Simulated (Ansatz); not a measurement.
System: C$_{22}$H$_{12}$ (bghi) (charge +2).

Input file:

```
crystal:
  periodic: [false, false, false]
  atoms:
    - { symbol: C, position_ang: [-2.19105372, 3.2762751, -0.30606503] }
    - { symbol: C, position_ang: [-3.14815493, 2.23214612, -0.29766759] }
    - { symbol: C, position_ang: [-2.69648741, 0.90441999, -0.19424818] }
    - { symbol: C, position_ang: [-3.63473218, -0.14395865, -0.17250378] }
    - { symbol: C, position_ang: [-3.20588682, -1.43925427, -0.08144966] }
    - { symbol: C, position_ang: [-1.85935677, -1.7738036, -0.00831477] }
    - { symbol: C, position_ang: [-1.42814633, -3.11083068, 0.09517953] }
    - { symbol: C, position_ang: [-0.0852565, -3.39728852, 0.19826716] }
    - { symbol: C, position_ang: [0.87150215, -2.40648993, 0.19296245] }
    - { symbol: C, position_ang: [2.23890487, -2.72169836, 0.27362969] }
    - { symbol: C, position_ang: [3.20841056, -1.68587889, 0.25433877] }
    - { symbol: C, position_ang: [2.81760583, -0.36983766, 0.14409917] }
    - { symbol: C, position_ang: [3.79121208, 0.62701124, 0.17174978] }
    - { symbol: C, position_ang: [3.43235086, 1.95479715, 0.06960675] }
    - { symbol: C, position_ang: [2.08119729, 2.29860859, -0.0333065] }
    - { symbol: C, position_ang: [1.04506406, 1.33766118, -0.02397286] }
    - { symbol: C, position_ang: [-0.36914258, 1.66593238, -0.10582817] }
    - { symbol: C, position_ang: [-0.83641202, 3.00254187, -0.20834609] }
    - { symbol: C, position_ang: [-1.29154457, 0.61116699, -0.09609167] }
    - { symbol: C, position_ang: [-0.9120889, -0.73355885, -0.02298472] }
    - { symbol: C, position_ang: [0.49011148, -1.03075262, 0.08426585] }
    - { symbol: C, position_ang: [1.46653645, -0.01958728, 0.07770617] }
    - { symbol: H, position_ang: [-2.54669054, 4.29082805, -0.38073053] }
    - { symbol: H, position_ang: [-4.16974022, 2.45948069, -0.35407662] }
    - { symbol: H, position_ang: [-4.69658507, 0.09770627, -0.24435212] }
    - { symbol: H, position_ang: [-3.95909784, -2.23647837, -0.07241913] }
    - { symbol: H, position_ang: [-2.17882764, -3.89499337, 0.10293331] }
    - { symbol: H, position_ang: [0.21312563, -4.45043923, 0.26411088] }
    - { symbol: H, position_ang: [2.56765063, -3.73716118, 0.35337896] }
    - { symbol: H, position_ang: [4.24176343, -2.01151738, 0.32796159] }
    - { symbol: H, position_ang: [4.84994921, 0.37932583, 0.22071004] }
    - { symbol: H, position_ang: [4.19849295, 2.74116292, 0.05615546] }
    - { symbol: H, position_ang: [1.86481072, 3.36703563, -0.10433206] }
    - { symbol: H, position_ang: [-0.15004851, 3.85225286, -0.24741537] }
total_charge: 2
basis:
  gaussian: { orbitals: def2-SVP }
hamiltonian:
  xc: { name: B3LYP }
relax:
  f_tol: 0.015
  max_steps: 80
output:
  orbitals: {}
```

Command:

```sh
ansatz run input.yaml --threads 8 --pin off --max-ram 20480MiB --backend cpu --events-out ev --progress --plain --runs-dir out
```

The fields are those of the relaxed geometry.

Computed with DFT custom functional, Gaussian basis def2-SVP in Ansatz 0.2.0.

**What can the converged electron density and electron localisation function tell about the bonding?**

C–C (1.36 Å): ρ is about 2.2 e/Å³ halfway; the ELF peaks at about 0.95 between the atoms, as expected for a covalent bond.
C–H (1.09 Å): ρ is about 2.1 e/Å³ halfway; the ELF climbs to about 1 towards the hydrogen, as it does in any bond to H; an ordinary covalent bond to hydrogen.
C–C (1.41 Å): ρ is about 2.1 e/Å³ halfway; the ELF peaks at about 0.95 between the atoms (a covalent bond).
C–C (1.45 Å): the density is about 1.9 e/Å³ at the midpoint; the ELF peaks at about 0.95 between the atoms: localised, covalent bonding.

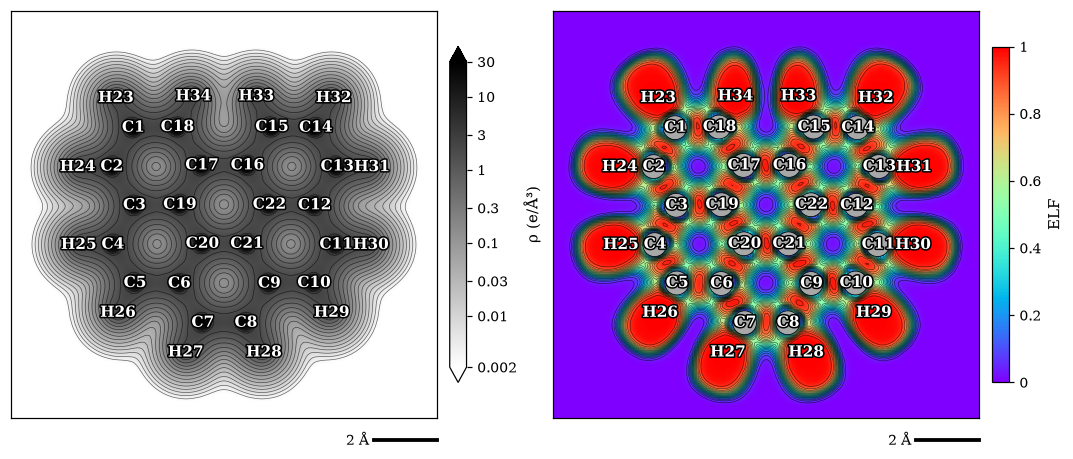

Computed electron density and electron localisation function on the molecular plane, in this order. Grey discs cover the atomic cores in the ELF map. 
